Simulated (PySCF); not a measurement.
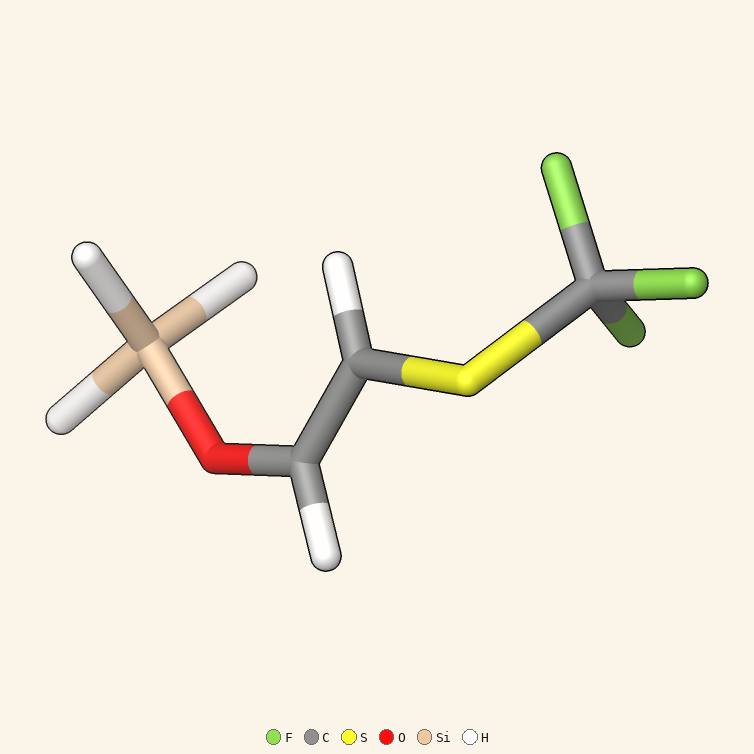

Stick drawing of a structure. Every bond is drawn as one stick, whatever its order.

The geometry was computed by an optimisation with GFN2-xTB. No frequency run is at hand to confirm it as a minimum.

Question: What is the molecular formula?

Answer: C₃H₅F₃OSSi, 14 atoms: 3 carbon, 5 hydrogen, 3 fluorine, 1 oxygen, 1 sulfur and 1 silicon.

Question: Describe its rings.

Answer: It has no ring.

Question: Give a SMILES string for it.

Answer: FC(F)(F)S/C=C/O[SiH3]

Question: How many bonds of each kind are drawn?

Answer: 3 C–F, 3 Si–H, 2 C–S, 2 C–H, 1 C–C, 1 C–O, 1 O–Si.

Question: Which point group does it belong to?

Answer: C1.

More results for the same structure follow; atom numbers are the same in all pictures, views and colours differ.

Polarisability

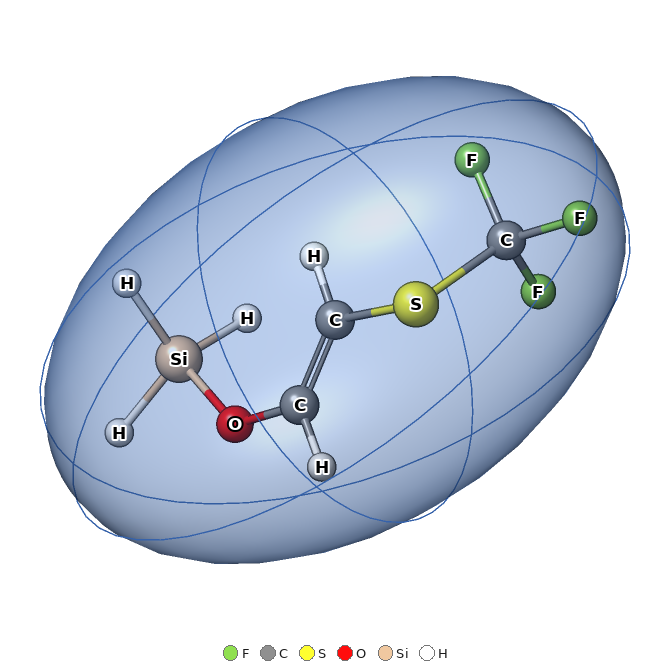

The ellipsoid shows the static dipole polarisability: its half-axes are proportional to the principal values. No frequency run is at hand to confirm it as a minimum. Level of theory: PBE0/def2-SVPD (PySCF 2.14.0).

Question: How large and how anisotropic is the polarisability?

Answer: Principal values 72.1, 80.3, 121.9 bohr³; mean 91.5 bohr³ (13.55 Å³); anisotropy 46.3 bohr³, so the longest axis is 1.69 times the shortest.

Excitation

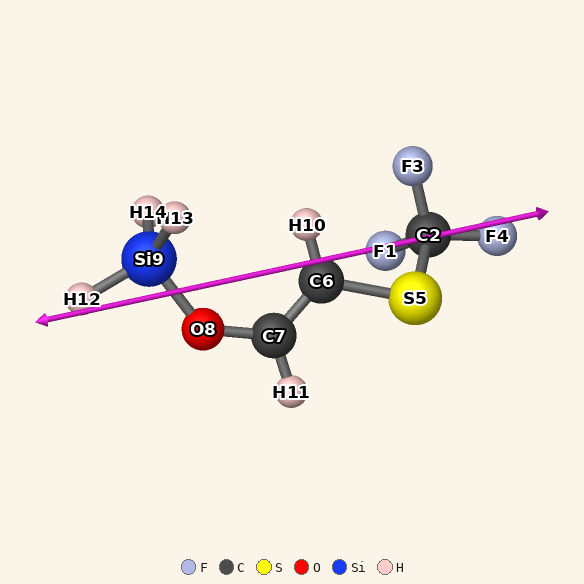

The double arrow shows the direction of the transition dipole to excited singlet state 2 (its length means nothing). No frequency run is at hand to confirm it as a minimum. Properties computed with TDDFT PBE0/def2-SVPD, vertical, gas phase, core orbitals frozen in the response (PySCF 2.14.0).

Question: How is the transition polarised?

Answer: Close to the long direction F4···Si9.

Question: Where does the transition lie, and how strong is it?

Answer: 5.75 eV (216 nm), oscillator strength 0.085, mainly HOMO → LUMO+1 (weight 0.88); transition dipole 1.98 D.

NMR shielding

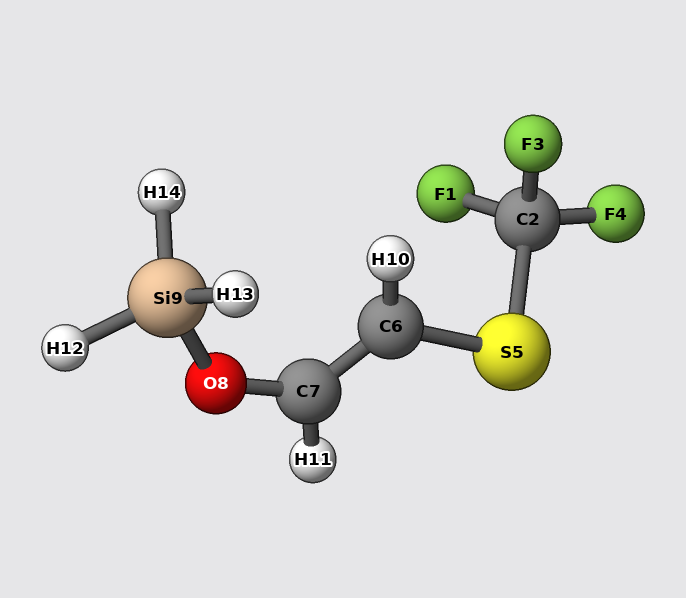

No frequency run is at hand to confirm it as a minimum. Properties computed with GIAO PBE0/pcSseg-1 NMR shielding, non-relativistic, gas phase (PySCF 2.14.0). Principal shieldings σ11 ≤ σ22 ≤ σ33, span Ω = σ33 − σ11, skew κ = 3(σiso − σ22)/Ω.

Give the shielding tensors of the F atoms.

```json
{"atom": "F1", "σ11": "141.4", "σ22": "201.7", "σ33": "320.7", "σiso": "221.3", "Ω": "179.3", "κ": "0.33"}
{"atom": "F3", "σ11": "147.1", "σ22": "204.9", "σ33": "329.4", "σiso": "227.2", "Ω": "182.3", "κ": "0.37"}
{"atom": "F4", "σ11": "163.7", "σ22": "228.6", "σ33": "327.0", "σiso": "239.8", "Ω": "163.3", "κ": "0.20"}
```

Shieldings and span in ppm.

Quadrupole coupling

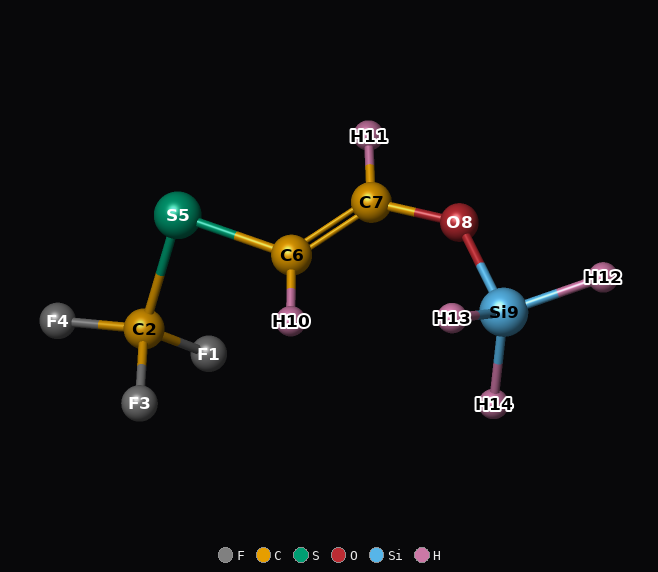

No frequency run is at hand to confirm it as a minimum. Electric field gradients from the ground-state density, PBE0/pcSseg-1 (PySCF 2.14.0), non-relativistic apart from any core potentials.

Give the largest field-gradient component, the quadrupole coupling constant and the asymmetry for 33S at S5 (Q = −67.81 mb), 17O at O8 (Q = −25.6 mb), 2H at H10 (Q = 2.86 mb), 2H at H11 (Q = 2.86 mb), 2H at H12 (Q = 2.86 mb), 2H at H13 (Q = 2.86 mb).

```json
{"atom": "S5", "V_zz (a.u.)": "−3.159", "e²qQ/h (MHz)": "50.3", "η": "0.63"}
{"atom": "O8", "V_zz (a.u.)": "1.597", "e²qQ/h (MHz)": "−9.61", "η": "0.02"}
{"atom": "H10", "V_zz (a.u.)": "0.332", "e²qQ/h (MHz)": "0.223", "η": "0.13"}
{"atom": "H11", "V_zz (a.u.)": "0.308", "e²qQ/h (MHz)": "0.207", "η": "0.09"}
{"atom": "H12", "V_zz (a.u.)": "0.168", "e²qQ/h (MHz)": "0.113", "η": "0.02"}
{"atom": "H13", "V_zz (a.u.)": "0.158", "e²qQ/h (MHz)": "0.106", "η": "0.04"}
```

The geometry is semi-empirical. Around Si such bond lengths and angles can be off by a tenth of an ångström or more and by several degrees, and values that hang on the shape move with them.
